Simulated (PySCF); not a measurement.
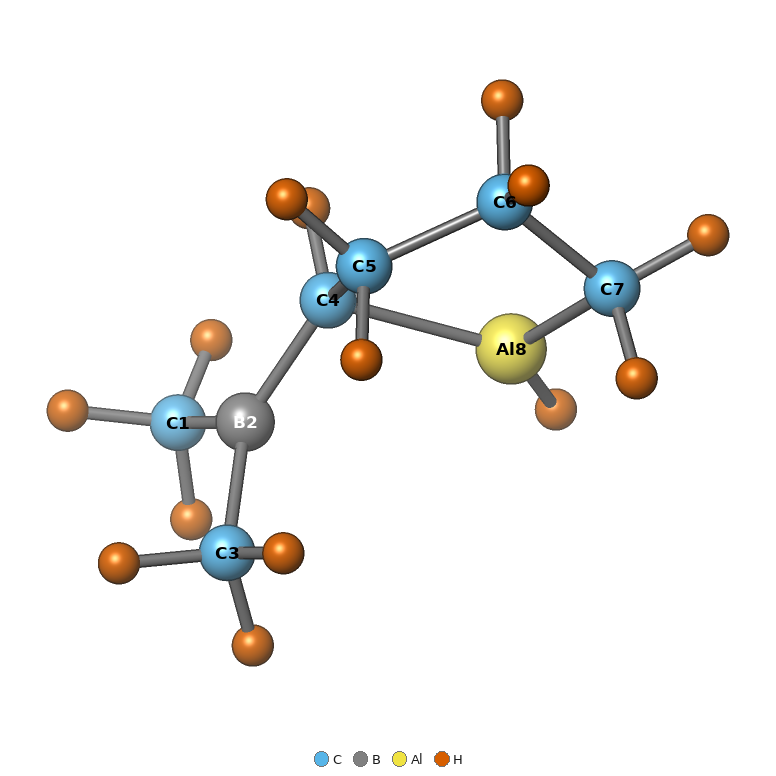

Atoms fade into the background with distance from the viewer. The geometry was computed by an optimisation with PBE0-D3(BJ)/def2-SVP. No frequency run is at hand to confirm it as a minimum.

What is the conformation of the ring C4–C5–C6–C7–Al8?

It is between envelope and twist. The Cremer–Pople amplitude Q is 0.42 Å.

Give the torsion angles round the ring, beginning with the bond from its second to its third atom.

−52°, 38°, −15°, −9°, 34°.
